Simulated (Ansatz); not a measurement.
# C2H9AlSSi: up Jacob's ladder to CCSD(T), part 1 of 2

Aim: compute C2H9AlSSi with functionals from several rungs and with coupled cluster, and see how far each lands from CCSD(T) at the basis-set limit for the atomisation energy.

Method: functionals in def2-TZVPP, the program's frozen cores in correlated methods; program: Ansatz 0.2.0, Gaussian basis.

The runs, in order: LDA (SPW92), PBE-D4, revPBE-D4, BLYP-D4, r2SCAN-D4, B97M-V, PBE0-D4, B3LYP-D4, r2SCANh-D4, r2SCAN0-D4, HSE06-D4, BHLYP-D4, CAM-B3LYP-D4, LC-ωPBE, ωB97X-V, ωB97M-V, B2PLYP, PBE-QIDH; CCSD(T)/def2-SVP; CCSD(T)/def2-TZVPP; MP2/def2-QZVPP; extrapolation to the limit; RPA on PBE.

## (1) The geometry

An earlier PBE0-D4 in a triple-zeta def2 set relaxation fixed the geometry.

14 atoms, charge 0, spin multiplicity 1.

Atoms are counted from 1 here; the program's logs count them from 0.

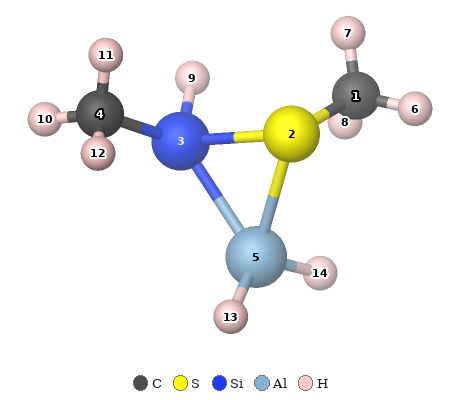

The structure; carbon dark grey, sulfur yellow, silicon blue, aluminium light blue, hydrogen pink; atoms are numbered from 1 in the order of the file.

## (2) LDA

This LDA is Slater exchange with PW92 correlation.

Input file in.yaml:

```yaml
crystal:
  periodic: [false, false, false]
  atoms:
    - {symbol: C, position_ang: [-1.997721, 0.885573, 0.705078]}
    - {symbol: S, position_ang: [-0.381382, 1.252919, -0.034644]}
    - {symbol: Si, position_ang: [0.597529, -0.791810, 0.154030]}
    - {symbol: C, position_ang: [2.400288, -0.484883, 0.568413]}
    - {symbol: Al, position_ang: [-0.443286, -0.288907, -1.949404]}
    - {symbol: H, position_ang: [-2.699923, 1.643332, 0.360021]}
    - {symbol: H, position_ang: [-1.907828, 0.924292, 1.789676]}
    - {symbol: H, position_ang: [-2.352478, -0.097333, 0.395627]}
    - {symbol: H, position_ang: [-0.098582, -1.351373, 1.350940]}
    - {symbol: H, position_ang: [2.925695, -1.442383, 0.627115]}
    - {symbol: H, position_ang: [2.513469, 0.030406, 1.524083]}
    - {symbol: H, position_ang: [2.879218, 0.107727, -0.213428]}
    - {symbol: H, position_ang: [0.520717, 0.258353, -3.084914]}
    - {symbol: H, position_ang: [-1.968515, -0.675214, -2.163889]}
basis:
  gaussian: {orbitals: def2-TZVPP}
hamiltonian: {xc: lda}
output: {orbitals: {seedname: orbitals}}
```

Run with:

```console
$ ansatz run in.yaml --threads 4 --pin off --events-out ev --progress --plain --max-ram 10444MiB
```

The log of the run:

```text
Functional definition: SPW92
  name "SPW92"
  cite "Dirac, Proc. Camb. Phil. Soc. 26, 376 (1930) doi:10.1017/S0305004100016108"
  cite "Slater, Phys. Rev. 81, 385 (1951) doi:10.1103/PhysRev.81.385"
  cite "Perdew & Wang, Phys. Rev. B 45, 13244 (1992) doi:10.1103/PhysRevB.45.13244"
  exchange = slater_x
  correlation = pw_c
1732 factors; their error is unknown
mean field evaluation 1: about -27397.9023 eV, gradient 8.4e1 eV
mean field evaluation 2: about -27372.9024 eV, gradient 1.2e2 eV
mean field evaluation 4: about -27413.8878 eV, gradient 9.4e0 eV
mean field evaluation 8: about -27414.1553 eV, gradient 3.1e-1 eV
mean field evaluation 16: about -27414.1185 eV, gradient 5.5e-4 eV
mean field -27414.11848925 eV, -1007.4502725228 hartree, gradient 7.8e-5 eV, S^2 0.000000; 0 other end points of the search recorded, 0 dependent functions left out
reference -27414.11853966 eV, -1007.4502743754 hartree; 32, 32 occupied and 282, 282 virtual orbitals, 1732 factors
Total energy: -27414.11853966 eV, -1007.4502743754 hartree
```

It took 1.9 s on 4 threads of Arm Neoverse V2, shared host.

With the free atoms at this level, -27360.133 eV in sum, the atomisation energy is 5208.8 kJ/mol. HOMO -5.55 eV, LUMO -1.47 eV.

## (3) PBE-D4 (GGA)

Edit in.yaml of step 2 so:

```diff
@@ -19,3 +19,3 @@
   gaussian: {orbitals: def2-TZVPP}
-hamiltonian: {xc: lda}
-output: {orbitals: {seedname: orbitals}}
+hamiltonian: {xc: pbe, dispersion: d4}
+output: {forces: true, orbitals: {seedname: orbitals}}
```

Launched as before.

The log of the run (excerpt; [...] marks lines left out):

```text
Functional definition: PBE
  name "PBE"
  cite "Perdew, Burke & Ernzerhof, Phys. Rev. Lett. 77, 3865 (1996) doi:10.1103/PhysRevLett.77.3865"
  parent pbe
[...]
1732 factors; their error is unknown
[...]
mean field -27517.38722118 eV, -1011.2453284234 hartree, gradient 2.0e-5 eV, S^2 0.000000; 0 other end points of the search recorded, 0 dependent functions left out
[...]
reference -27517.38727541 eV, -1011.2453304163 hartree; 32, 32 occupied and 282, 282 virtual orbitals, 1732 factors
Total energy: -27517.76160265 eV, -1011.2590866886 hartree
Atom 0 at    -1.997721     0.885573     0.705078 Å, force    -0.055982    -0.004651     0.031097 eV/Å
Atom 1 at    -0.381382     1.252919    -0.034644 Å, force     0.184134     0.241463    -0.072247 eV/Å
Atom 2 at     0.597529    -0.791810     0.154030 Å, force    -0.010048    -0.158861    -0.115652 eV/Å
[...]
Atom 4 at    -0.443286    -0.288907    -1.949404 Å, force    -0.003106    -0.039828    -0.047172 eV/Å
Atom 5 at    -2.699923     1.643332     0.360021 Å, force    -0.147376     0.151007    -0.068981 eV/Å
Atom 6 at    -1.907828     0.924292     1.789676 Å, force     0.011539     0.004458     0.222446 eV/Å
Atom 7 at    -2.352478    -0.097333     0.395627 Å, force    -0.078435    -0.197115    -0.060788 eV/Å
Atom 8 at    -0.098582    -1.351373     1.350940 Å, force    -0.079084    -0.052989     0.143294 eV/Å
Atom 9 at     2.925695    -1.442383     0.627115 Å, force     0.102668    -0.178815     0.009613 eV/Å
Atom 10 at     2.513469     0.030406     1.524083 Å, force     0.031319     0.099531     0.184215 eV/Å
Atom 11 at     2.879218     0.107727    -0.213428 Å, force     0.095903     0.109044    -0.145421 eV/Å
Atom 12 at     0.520717     0.258353    -3.084914 Å, force     0.068216     0.039444    -0.074222 eV/Å
Atom 13 at    -1.968515    -0.675214    -2.163889 Å, force    -0.104082    -0.024709    -0.013502 eV/Å
Dipole moment:    -0.016114     0.006538     0.471982 e Å
```

It took 3.6 s on 4 threads of Arm Neoverse V2, shared host.

With the free atoms at this level, -27469.279 eV in sum, the atomisation energy is 4677.9 kJ/mol. HOMO -5.45 eV, LUMO -1.29 eV.

## (4) revPBE-D4 (GGA)

Edit in.yaml of step 3 so:

```diff
@@ -19,3 +19,3 @@
   gaussian: {orbitals: def2-TZVPP}
-hamiltonian: {xc: pbe, dispersion: d4}
-output: {forces: true, orbitals: {seedname: orbitals}}
+hamiltonian: {xc: {name: revPBE}, dispersion: d4}
+output: {orbitals: {seedname: orbitals}}
```

Launched as before.

The log of the run:

```text
Functional definition: revPBE
  name "revPBE"
  cite "Zhang & Yang, Phys. Rev. Lett. 80, 890 (1998) doi:10.1103/PhysRevLett.80.890"
  cite "Perdew, Burke & Ernzerhof, Phys. Rev. Lett. 77, 3865 (1996) doi:10.1103/PhysRevLett.77.3865"
  parameter kappa = 1.245
  parameter beta = 0.06672455060314922
  exchange = pbe_x(kappa = kappa, mu = beta*pi^2/3)
  correlation = pbe_c(beta = beta)
1732 factors; their error is unknown
mean field evaluation 1: about -27513.2990 eV, gradient 7.7e1 eV
mean field evaluation 2: about -27493.4078 eV, gradient 1.1e2 eV
mean field evaluation 4: about -27527.2803 eV, gradient 7.8e0 eV
mean field evaluation 8: about -27527.4556 eV, gradient 2.6e-1 eV
mean field evaluation 16: about -27527.4173 eV, gradient 2.7e-4 eV
mean field -27527.41725552 eV, -1011.6139253867 hartree, gradient 6.5e-5 eV, S^2 0.000000; 0 other end points of the search recorded, 0 dependent functions left out
reference -27527.41732346 eV, -1011.6139278835 hartree; 32, 32 occupied and 282, 282 virtual orbitals, 1732 factors
Total energy: -27528.43006197 eV, -1011.6511453374 hartree
```

Wall time 3 s (4 threads of Arm Neoverse V2, shared host).

With the free atoms at this level, -27480.764 eV in sum, the atomisation energy is 4599.1 kJ/mol. HOMO -5.41 eV, LUMO -1.20 eV.

## (5) BLYP-D4 (GGA)

Edit in.yaml of step 4 so:

```diff
@@ -19,3 +19,3 @@
   gaussian: {orbitals: def2-TZVPP}
-hamiltonian: {xc: {name: revPBE}, dispersion: d4}
+hamiltonian: {xc: {name: BLYP}, dispersion: d4}
 output: {orbitals: {seedname: orbitals}}
```

Same command.

The log of the run:

```text
Functional definition: BLYP
  name "BLYP"
  cite "Becke, Phys. Rev. A 38, 3098 (1988) doi:10.1103/PhysRevA.38.3098"
  cite "Lee, Yang & Parr, Phys. Rev. B 37, 785 (1988) doi:10.1103/PhysRevB.37.785"
  parameter beta = 0.0042
  parameter a = 0.04918
  parameter b = 0.132
  parameter c = 0.2533
  parameter d = 0.349
  exchange = b88_x(beta = beta)
  correlation = lyp_c(a = a, b = b, c = c, d = d)
1732 factors; their error is unknown
mean field evaluation 1: about -27514.7351 eV, gradient 8.4e1 eV
mean field evaluation 2: about -27489.3186 eV, gradient 1.2e2 eV
mean field evaluation 4: about -27531.1823 eV, gradient 8.7e0 eV
mean field evaluation 8: about -27531.4065 eV, gradient 3.0e-1 eV
mean field evaluation 16: about -27531.3666 eV, gradient 5.9e-4 eV
mean field -27531.36662237 eV, -1011.7590619417 hartree, gradient 7.9e-5 eV, S^2 0.000000; 0 other end points of the search recorded, 0 dependent functions left out
reference -27531.36707994 eV, -1011.7590787568 hartree; 32, 32 occupied and 282, 282 virtual orbitals, 1732 factors
Total energy: -27532.16865274 eV, -1011.7885360141 hartree
```

It took 3 s on 4 threads of Arm Neoverse V2, shared host.

Atomisation energy: 4592.4 kJ/mol (free atoms -27484.572 eV, run apart). HOMO -5.31 eV, LUMO -1.13 eV.

## (6) r2SCAN-D4 (meta-GGA)

Edit in.yaml of step 5 so:

```diff
@@ -19,3 +19,3 @@
   gaussian: {orbitals: def2-TZVPP}
-hamiltonian: {xc: {name: BLYP}, dispersion: d4}
-output: {orbitals: {seedname: orbitals}}
+hamiltonian: {xc: r2scan, dispersion: d4}
+output: {forces: true, orbitals: {seedname: orbitals}}
```

The command is unchanged.

The log of the run (excerpt; [...] marks lines left out):

```text
Functional definition: r2SCAN
  name "r2SCAN"
  cite "Furness, Kaplan, Ning, Perdew & Sun, J. Phys. Chem. Lett. 11, 8208 (2020) doi:10.1021/acs.jpclett.0c02405"
  cite "Furness, Kaplan, Ning, Perdew & Sun, J. Phys. Chem. Lett. 11, 9248 (2020) doi:10.1021/acs.jpclett.0c03077"
  parent r2scan
[...]
1732 factors; their error is unknown
[...]
mean field -27529.61084556 eV, -1011.6945383341 hartree, gradient 2.6e-5 eV, S^2 0.000000; 0 other end points of the search recorded, 0 dependent functions left out
[...]
reference -27529.61086149 eV, -1011.6945389193 hartree; 32, 32 occupied and 282, 282 virtual orbitals, 1732 factors
Total energy: -27529.70280607 eV, -1011.6979178205 hartree
Atom 0 at    -1.997721     0.885573     0.705078 Å, force    -0.192831    -0.027598     0.087111 eV/Å
Atom 1 at    -0.381382     1.252919    -0.034644 Å, force     0.128689     0.078649    -0.078552 eV/Å
[...]
Atom 4 at    -0.443286    -0.288907    -1.949404 Å, force    -0.012764     0.007574    -0.031936 eV/Å
Atom 5 at    -2.699923     1.643332     0.360021 Å, force     0.012850    -0.016771     0.007815 eV/Å
Atom 6 at    -1.907828     0.924292     1.789676 Å, force    -0.003352    -0.002235    -0.021111 eV/Å
Atom 7 at    -2.352478    -0.097333     0.395627 Å, force     0.009701     0.020773     0.010309 eV/Å
Atom 8 at    -0.098582    -1.351373     1.350940 Å, force     0.005003     0.010578     0.003047 eV/Å
Atom 9 at     2.925695    -1.442383     0.627115 Å, force     0.004310     0.027285     0.000732 eV/Å
Atom 10 at     2.513469     0.030406     1.524083 Å, force     0.011347    -0.008832    -0.016860 eV/Å
Atom 11 at     2.879218     0.107727    -0.213428 Å, force     0.003875    -0.013080     0.023104 eV/Å
Atom 12 at     0.520717     0.258353    -3.084914 Å, force    -0.018146    -0.010045     0.010823 eV/Å
Atom 13 at    -1.968515    -0.675214    -2.163889 Å, force     0.023708     0.011302    -0.009449 eV/Å
Dipole moment:    -0.022001    -0.001762     0.486667 e Å
```

It took 7 s on 4 threads of Arm Neoverse V2, shared host.

With the free atoms at this level, -27481.344 eV in sum, the atomisation energy is 4665.9 kJ/mol. HOMO -5.65 eV, LUMO -1.04 eV.

## (7) B97M-V (meta-GGA)

Edit in.yaml of step 6 so:

```diff
@@ -19,3 +19,3 @@
   gaussian: {orbitals: def2-TZVPP}
-hamiltonian: {xc: r2scan, dispersion: d4}
-output: {forces: true, orbitals: {seedname: orbitals}}
+hamiltonian: {xc: {name: B97M-V}}
+output: {orbitals: {seedname: orbitals}}
```

Same command.

The log of the run (excerpt; [...] marks lines left out):

```text
Functional definition: B97M-V
  name "B97M-V"
  cite "Mardirossian & Head-Gordon, J. Chem. Phys. 142, 074111 (2015) doi:10.1063/1.4907719"
  cite "Becke, J. Chem. Phys. 107, 8554 (1997) doi:10.1063/1.475007"
  cite "Vydrov & Van Voorhis, J. Chem. Phys. 133, 244103 (2010) doi:10.1063/1.3521275"
  # Of w^i u^j: cxij and so on, Table III.
[...]
  gx(w, u) = cx00 + cx01*u + cx02*u^2 + (cx10 + cx11*u)*w
  gss(w, u) = css00 + css02*u^2 + css10*w + (css32*w^3 + css42*w^4)*u^2
  gos(w, u) = cos00 + cos01*u + cos03*u^3 + cos10*w + cos32*w^3*u^2
[...]
      + integral(e_c_pw_mod_opposite_spin*gos(b97_w_opposite, b97_u_opposite)) + vv10(b, c)
1732 factors; their error is unknown
[...]
mean field -27527.14327900 eV, -1011.6038569352 hartree, gradient 5.3e-5 eV, S^2 0.000000; 0 other end points of the search recorded, 0 dependent functions left out
reference -27527.14335692 eV, -1011.6038597988 hartree; 32, 32 occupied and 282, 282 virtual orbitals, 1732 factors
Total energy: -27527.14335692 eV, -1011.6038597988 hartree
```

Wall time 14 s (4 threads of Arm Neoverse V2, shared host); peak memory 0.64 GiB.

With the free atoms at this level, -27478.460 eV in sum, the atomisation energy is 4697.2 kJ/mol. HOMO -5.70 eV, LUMO -1.18 eV.

## (8) PBE0-D4 (hybrid)

Edit in.yaml of step 7 so:

```diff
@@ -19,3 +19,3 @@
   gaussian: {orbitals: def2-TZVPP}
-hamiltonian: {xc: {name: B97M-V}}
+hamiltonian: {xc: pbe0, dispersion: d4}
 output: {orbitals: {seedname: orbitals}}
```

Its log isn't repeated here (it stands with the study of this molecule's fields); it ends on a total energy of -27520.535429 eV.

Atomisation energy: 4643.8 kJ/mol (free atoms -27472.406 eV, run apart). HOMO -6.44 eV, LUMO -0.44 eV.

## (9) B3LYP-D4 (hybrid)

B3LYP here takes the VWN-RPA correlation.

Edit in.yaml of step 8 so:

```diff
@@ -19,3 +19,3 @@
   gaussian: {orbitals: def2-TZVPP}
-hamiltonian: {xc: pbe0, dispersion: d4}
-output: {orbitals: {seedname: orbitals}}
+hamiltonian: {xc: {name: B3LYP}, dispersion: d4}
+output: {forces: true, orbitals: {seedname: orbitals}}
```

Same command.

The log of the run (excerpt; [...] marks lines left out):

```text
Functional definition: B3LYP
  name "B3LYP"
  cite "Stephens, Devlin, Chabalowski & Frisch, J. Phys. Chem. 98, 11623 (1994) doi:10.1021/j100096a001"
  cite "Becke, Phys. Rev. A 38, 3098 (1988) doi:10.1103/PhysRevA.38.3098"
  cite "Lee, Yang & Parr, Phys. Rev. B 37, 785 (1988) doi:10.1103/PhysRevB.37.785"
  cite "Vosko, Wilk & Nusair, Can. J. Phys. 58, 1200 (1980) doi:10.1139/p80-159"
[...]
1771 factors; their error is unknown
[...]
mean field -27535.00478192 eV, -1011.8927618390 hartree, gradient 6.3e-5 eV, S^2 0.000000; 0 other end points of the search recorded, 0 dependent functions left out
[...]
reference -27535.00511954 eV, -1011.8927742465 hartree; 32, 32 occupied and 282, 282 virtual orbitals, 1771 factors
Total energy: -27535.61158087 eV, -1011.9150612890 hartree
Atom 0 at    -1.997721     0.885573     0.705078 Å, force    -0.297735    -0.035290     0.130618 eV/Å
[...]
Atom 4 at    -0.443286    -0.288907    -1.949404 Å, force    -0.040962    -0.037379    -0.196342 eV/Å
Atom 5 at    -2.699923     1.643332     0.360021 Å, force     0.024891    -0.057111     0.037824 eV/Å
Atom 6 at    -1.907828     0.924292     1.789676 Å, force    -0.030439    -0.008797    -0.066385 eV/Å
Atom 7 at    -2.352478    -0.097333     0.395627 Å, force    -0.000642     0.083279     0.046515 eV/Å
Atom 8 at    -0.098582    -1.351373     1.350940 Å, force     0.050546     0.022864    -0.063542 eV/Å
Atom 9 at     2.925695    -1.442383     0.627115 Å, force    -0.003965     0.053382     0.004250 eV/Å
Atom 10 at     2.513469     0.030406     1.524083 Å, force     0.017007    -0.022607    -0.048856 eV/Å
Atom 11 at     2.879218     0.107727    -0.213428 Å, force    -0.008225    -0.025419     0.050282 eV/Å
Atom 12 at     0.520717     0.258353    -3.084914 Å, force    -0.072607    -0.044998     0.067983 eV/Å
Atom 13 at    -1.968515    -0.675214    -2.163889 Å, force     0.113917     0.022505    -0.001441 eV/Å
Dipole moment:    -0.019694    -0.023938     0.457000 e Å
```

It took 8.5 s on 4 threads of Arm Neoverse V2, shared host; peak memory 1.2 GiB.

With the free atoms at this level, -27487.594 eV in sum, the atomisation energy is 4633.0 kJ/mol. HOMO -6.26 eV, LUMO -0.62 eV.

## (10) r2SCANh-D4 (hybrid)

Edit in.yaml of step 9 so:

```diff
@@ -19,3 +19,3 @@
   gaussian: {orbitals: def2-TZVPP}
-hamiltonian: {xc: {name: B3LYP}, dispersion: d4}
-output: {forces: true, orbitals: {seedname: orbitals}}
+hamiltonian: {xc: {name: r2SCANh}, dispersion: d4}
+output: {orbitals: {seedname: orbitals}}
```

Same command.

The log of the run (excerpt; [...] marks lines left out):

```text
Functional definition: r2SCANh
  name "r2SCANh"
  cite "Bursch, Neugebauer, Ehlert & Grimme, J. Chem. Phys. 156, 134105 (2022) doi:10.1063/5.0086040"
  cite "Furness, Kaplan, Ning, Perdew & Sun, J. Phys. Chem. Lett. 11, 8208 (2020) doi:10.1021/acs.jpclett.0c02405"
  cite "Furness, Kaplan, Ning, Perdew & Sun, J. Phys. Chem. Lett. 11, 9248 (2020) doi:10.1021/acs.jpclett.0c03077"
  parent r2scan
[...]
1732 factors; their error is unknown
[...]
mean field -27529.39734388 eV, -1011.6866922918 hartree, gradient 2.1e-5 eV, S^2 0.000000; 0 other end points of the search recorded, 0 dependent functions left out
reference -27529.39735851 eV, -1011.6866928296 hartree; 32, 32 occupied and 282, 282 virtual orbitals, 1732 factors
Total energy: -27529.49667856 eV, -1011.6903427739 hartree
```

It took 8.5 s on 4 threads of Arm Neoverse V2, shared host; peak memory 1.1 GiB.

With the free atoms at this level, -27481.312 eV in sum, the atomisation energy is 4649.2 kJ/mol. HOMO -6.01 eV, LUMO -0.74 eV.

## (11) r2SCAN0-D4 (hybrid)

Edit in.yaml of step 10 so:

```diff
@@ -19,3 +19,3 @@
   gaussian: {orbitals: def2-TZVPP}
-hamiltonian: {xc: {name: r2SCANh}, dispersion: d4}
+hamiltonian: {xc: {name: r2SCAN0}, dispersion: d4}
 output: {orbitals: {seedname: orbitals}}
```

The command is unchanged.

The log of the run (excerpt; [...] marks lines left out):

```text
Functional definition: r2SCAN0
  name "r2SCAN0"
  cite "Bursch, Neugebauer, Ehlert & Grimme, J. Chem. Phys. 156, 134105 (2022) doi:10.1063/5.0086040"
  cite "Furness, Kaplan, Ning, Perdew & Sun, J. Phys. Chem. Lett. 11, 8208 (2020) doi:10.1021/acs.jpclett.0c02405"
  cite "Furness, Kaplan, Ning, Perdew & Sun, J. Phys. Chem. Lett. 11, 9248 (2020) doi:10.1021/acs.jpclett.0c03077"
  parent r2scan
[...]
1797 factors; their error is unknown
[...]
mean field -27529.10986740 eV, -1011.6761277262 hartree, gradient 2.1e-5 eV, S^2 0.000000; 0 other end points of the search recorded, 0 dependent functions left out
reference -27529.10988011 eV, -1011.6761281931 hartree; 32, 32 occupied and 282, 282 virtual orbitals, 1797 factors
Total energy: -27529.22017266 eV, -1011.6801813698 hartree
```

Run time: 8.5 s. Hardware: 4 threads of Arm Neoverse V2, shared host; peak memory 1.1 GiB.

Atomisation energy: 4625.8 kJ/mol (free atoms -27481.277 eV, run apart). HOMO -6.57 eV, LUMO -0.29 eV.

## (12) HSE06-D4 (hybrid)

HSE06 is the plane-wave form, built on full-range PBE exchange.

Edit in.yaml of step 11 so:

```diff
@@ -19,3 +19,3 @@
   gaussian: {orbitals: def2-TZVPP}
-hamiltonian: {xc: {name: r2SCAN0}, dispersion: d4}
+hamiltonian: {xc: hse06, dispersion: d4}
 output: {orbitals: {seedname: orbitals}}
```

Same command.

The log of the run (excerpt; [...] marks lines left out):

```text
Functional definition: HSE06
  name "HSE06"
  cite "Heyd, Scuseria & Ernzerhof, J. Chem. Phys. 118, 8207 (2003) doi:10.1063/1.1564060"
  cite "Krukau, Vydrov, Izmaylov & Scuseria, J. Chem. Phys. 125, 224106 (2006) doi:10.1063/1.2404663"
  cite "Heyd & Scuseria, J. Chem. Phys. 120, 7274 (2004) doi:10.1063/1.1668634"
  cite "Ernzerhof & Perdew, J. Chem. Phys. 109, 3313 (1998) doi:10.1063/1.476928"
  cite "Perdew, Burke & Ernzerhof, Phys. Rev. Lett. 77, 3865 (1996) doi:10.1103/PhysRevLett.77.3865"
  parent pbe
[...]
  # The whole range is PBE's own exchange, as in plane waves. The composition of these papers is wPBEh.
[...]
1797 factors; their error is unknown
146 factors; integrals over basis functions are off by at most 4.4e-7 eV
[...]
mean field -27519.51675178 eV, -1011.3235872293 hartree, gradient 3.8e-5 eV, S^2 0.000000; 0 other end points of the search recorded, 0 dependent functions left out
reference -27519.51680507 eV, -1011.3235891879 hartree; 32, 32 occupied and 282, 282 virtual orbitals, 1797 factors
Total energy: -27519.81902311 eV, -1011.3346954959 hartree
```

Run time: 6 s. Hardware: 4 threads of Arm Neoverse V2, shared host; peak memory 1.1 GiB.

Atomisation energy: 4646.1 kJ/mol (free atoms -27471.666 eV, run apart). HOMO -6.05 eV, LUMO -0.81 eV.

## (13) BHLYP-D4 (hybrid)

Edit in.yaml of step 12 so:

```diff
@@ -19,3 +19,3 @@
   gaussian: {orbitals: def2-TZVPP}
-hamiltonian: {xc: hse06, dispersion: d4}
+hamiltonian: {xc: {name: BHLYP}, dispersion: d4}
 output: {orbitals: {seedname: orbitals}}
```

Launched as before.

The log of the run:

```text
Functional definition: BHLYP
  name "BHLYP"
  cite "Becke, J. Chem. Phys. 98, 1372 (1993) doi:10.1063/1.464304"
  cite "Becke, Phys. Rev. A 38, 3098 (1988) doi:10.1103/PhysRevA.38.3098"
  cite "Lee, Yang & Parr, Phys. Rev. B 37, 785 (1988) doi:10.1103/PhysRevB.37.785"
  parameter a = 0.5
  exchange = (1 - a)*b88_x + a*exact_x
  correlation = lyp_c
1923 factors; their error is unknown
mean field evaluation 1: about -27526.0135 eV, gradient 4.9e1 eV
mean field evaluation 2: about -27527.3565 eV, gradient 4.1e1 eV
mean field evaluation 4: about -27531.4715 eV, gradient 1.3e0 eV
mean field evaluation 8: about -27531.5618 eV, gradient 3.7e-1 eV
mean field evaluation 16: about -27531.5620 eV, gradient 4.9e-5 eV
mean field -27531.56199336 eV, -1011.7662416931 hartree, gradient 4.9e-5 eV, S^2 0.000000; 0 other end points of the search recorded, 0 dependent functions left out
reference -27531.56222018 eV, -1011.7662500284 hartree; 32, 32 occupied and 282, 282 virtual orbitals, 1923 factors
Total energy: -27532.06781160 eV, -1011.7848301704 hartree
```

Run time: 5.5 s. Hardware: 4 threads of Arm Neoverse V2, shared host; peak memory 1.1 GiB.

Atomisation energy: 4556.0 kJ/mol (free atoms -27484.849 eV, run apart). HOMO -7.33 eV, LUMO 0.45 eV.

(Continued in part 2 of 2.)
